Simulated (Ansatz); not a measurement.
## Electronic structure of Cl₂H₂HfO₂ in real space

Input

```
crystal:
  periodic: [false, false, false]
  atoms:
    - {symbol: Hf, position_ang: [-0.519298, 0.132514, 0.713513]}
    - {symbol: O, position_ang: [0.720494, -0.356104, -1.060617]}
    - {symbol: O, position_ang: [-1.813446, 0.782382, -0.281652]}
    - {symbol: H, position_ang: [0.329793, -0.034883, -1.881870]}
    - {symbol: Cl, position_ang: [0.732973, 1.822260, 1.842112]}
    - {symbol: Cl, position_ang: [-1.120505, -1.882717, 1.838467]}
    - {symbol: H, position_ang: [1.669989, -0.463453, -1.169854]}
basis:
  gaussian: {orbitals: def2-TZVPP}
hamiltonian: {xc: pbe0, dispersion: d4}
output: {orbitals: {seedname: orbitals}}
```

Command:

```sh
ansatz run in.yaml --threads 8 --pin off --events-out ev --progress --plain --max-ram 19148MiB
```

The product side of a reaction path; geometry: PBE0-D4/def2-TZVP; core potentials replace the inner electrons of Hf.

All numbers below come from RKS PBE0-D4/def2-TZVPP in Ansatz 0.2.0.

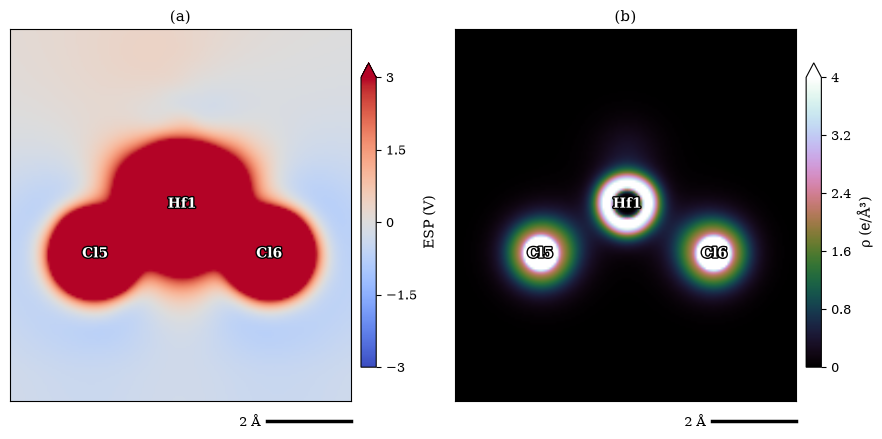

Figure 1. (a) molecular electrostatic potential; (b) electron density on the plane of atoms Cl5, Hf1 and Cl6.

What do the fields say about this system?

Atoms in the plane: Hf and Cl. Hf–Cl (2.38 Å): ρ is about 0.55 e/Å³ halfway. Outside the dense part of the molecule the potential is most negative (−0.7 V) near Cl6.

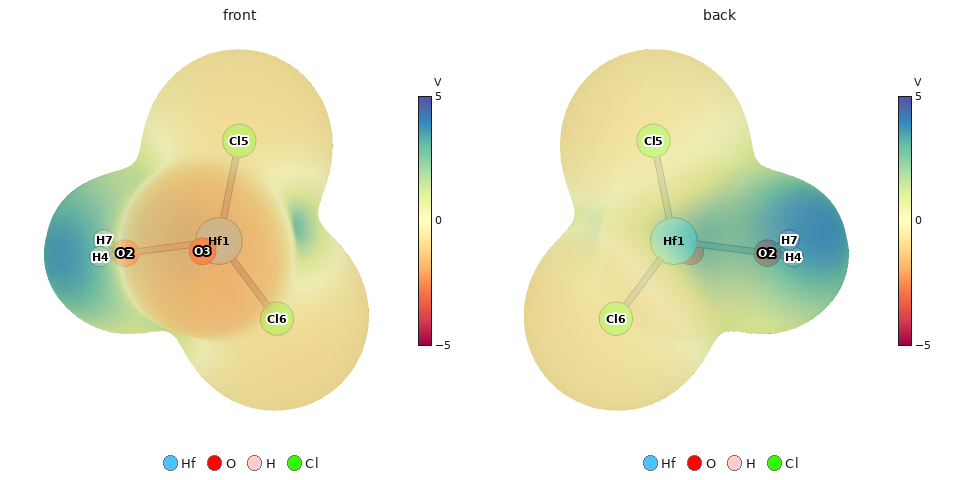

Figure 2. The electrostatic potential painted on the density surface at 0.001 e/bohr³, seen from the front and from behind; the colour scale runs from red (negative) to blue (positive).

Describe the electrostatic potential map.

The most negative region (about −2.0 V, or −46 kcal/mol for a unit charge) lies over O3, the most positive (about +4.0 V, or +92 kcal/mol for a unit charge) over H7. O3 is the likeliest acceptor of a hydrogen bond.

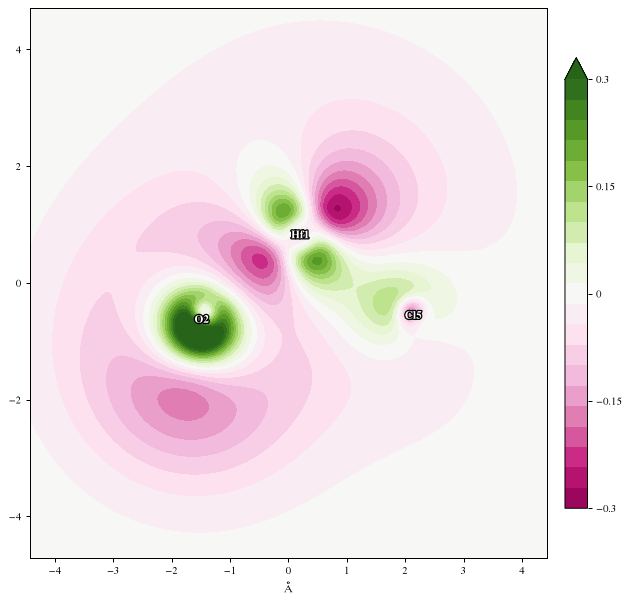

Figure 3. The LUMO on the plane of atoms O2, Hf1 and Cl5 (values in Å⁻³ᐟ²; the overall sign is arbitrary).

Describe this orbital and give its energy.

It lies mainly on Hf1 (about 40 %), H7 (about 25 %), H4 (about 15 %) and O2 (about 15 %). Its energy is −1.70 eV.
